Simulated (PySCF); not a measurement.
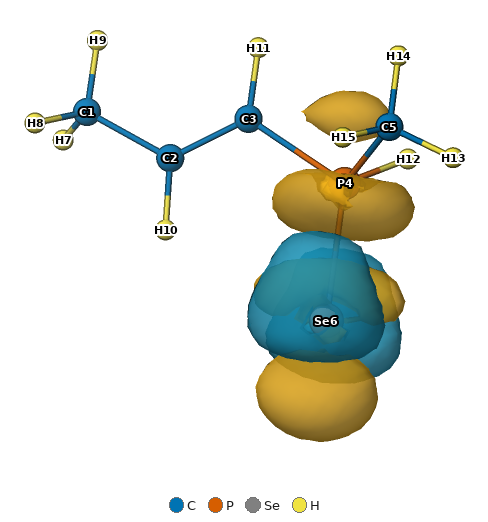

C4H9PSe, SMILES `C/C=C/[PH](C)=[Se]`. Unrelaxed difference density of S₁ less the ground state (CIS singlet states), ±0.03 e/Å³; yellow: gain, teal: loss.

Level of theory: HF/def2-SVP (PySCF), at a geometry from GFN2-xTB. No frequency check shows the geometry to be a minimum. GFN2-xTB bond lengths at metals and heavier atoms can be off by up to 0.1 Å and shapes distorted, which carries into these values. Without diffuse functions Rydberg states are missing, so the states' numbers hold for this basis only.

The calculation's input:

```python
import numpy as np
from pyscf import gto, scf, dft, tdscf
from pyscf.scf import atom_ks, atom_hf
from scipy.linalg import block_diag

def solve(mol, dm0=None, hcore=None):
    mf = scf.UHF(mol) if mol.spin else scf.RHF(mol)
    mf = mf.density_fit(auxbasis='def2-universal-jkfit')
    mf.conv_tol, mf.max_cycle = 1e-8, 80
    if hcore is not None:
        mf.get_hcore = lambda *args: hcore
    mf.kernel(dm0)
    if not mf.converged:
        mf = mf.newton().run(mf.mo_coeff, mf.mo_occ, max_cycle=30)
    assert mf.converged, 'SCF not converged'
    return mf

mol = gto.M(atom='''
C     -3.55318    -0.69053     0.19593
C     -2.09193    -0.46275     0.07130
C     -1.51915     0.67668    -0.29746
P      0.27663     0.81291    -0.40774
C      0.71948     2.30576     0.55683
Se     1.38015    -0.88759     0.05714
H     -3.85405    -1.50968    -0.45637
H     -3.79402    -0.98467     1.21702
H     -4.12103     0.20009    -0.06286
H     -1.45340    -1.30823     0.30565
H     -2.09096     1.56165    -0.54660
H      0.45206     1.28490    -1.71408
H      1.77754     2.51442     0.40110
H      0.12070     3.16332     0.25697
H      0.55740     2.08762     1.61271
''', basis='def2-svp', charge=0, spin=0, verbose=4)
mf = solve(mol)
td = mf.TDA()
td.nstates, td.singlet, td.conv_tol = 5, True, 1e-5
td.kernel()
td.analyze()
x, y = np.array([p[0] for p in td.xy]), np.array([p[1] + 0 * p[0] for p in td.xy])
f, mu = td.oscillator_strength(), td.transition_dipole()
nto = [td.get_nto(state=i + 1, verbose=4) for i in range(len(td.e))]
# spherically averaged free atoms, for the promolecule
atm = scf.atom_hf.get_atm_nrhf(mol)
pro = block_diag(*[(atm[a[0]][2] * atm[a[0]][3]) @ atm[a[0]][2].T for a in mol._atom])
np.savez('result.npz', e=td.e, f=f, ok=td.converged, w=[n[0] for n in nto], nto=[n[1] for n in nto], x=x, y=y, c=mf.mo_coeff, occ=mf.mo_occ, eps=mf.mo_energy, pro=pro, mu=mu)
```

Run with:

```sh
OMP_NUM_THREADS=1 python input.py
```

The run took 2.6 min on 1 thread of AMD EPYC (Zen 3), with other jobs on the host, peak memory 0.6 GiB.

**How does the charge move on excitation?**

0.67 e is displaced in all, of which about 0.3 e passes between atoms: Se6 (0.29 e) loses electrons and P4 (0.19 e) gains them. The state: 6.15 eV (202 nm), f = 0.002; the leading pair carries 99 %; hole on Se6 (84 %) and P4 (10 %), electron on Se6 (55 %) and P4 (29 %); their centroids lie 0.6 Å apart; S₂ lies within 0.1 eV of it.
